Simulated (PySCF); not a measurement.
SMILES [SiH3][SiH2][SiH2][SeH] (H8SeSi3) at its GFN2-xTB optimised geometry (Å):

```
12

Si     1.9976     0.9718    -0.9267
Si     1.0054    -0.9158     0.0000
Si    -1.3214    -0.9158     0.0000
Se    -1.9511     1.3166     0.0000
H      2.0859     0.8547    -2.3837
H      1.2087     2.1639    -0.6176
H      3.3549     1.1898    -0.4231
H      1.3900    -2.1639    -0.6782
H      1.4285    -1.1340     1.3932
H     -2.0425    -1.4705     1.1489
H     -2.0002    -1.4614    -1.1787
H     -3.3549     1.0832     0.1044
```

Method: PBE/def2-TZVP in PySCF.

Map of the log10 of the electron density (e/bohr³), floored at −4 on the plane z = 0.6 Å:

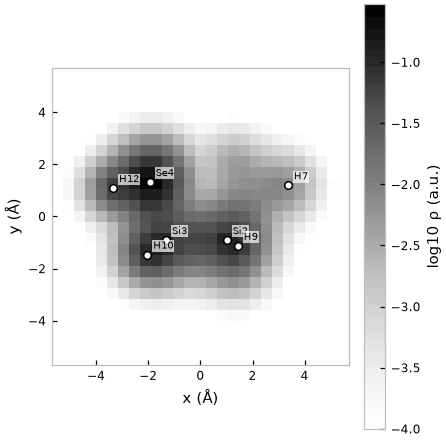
Figure. Log10 of the electron density (e/bohr³), floored at −4 on the plane z = 0.6 Å.
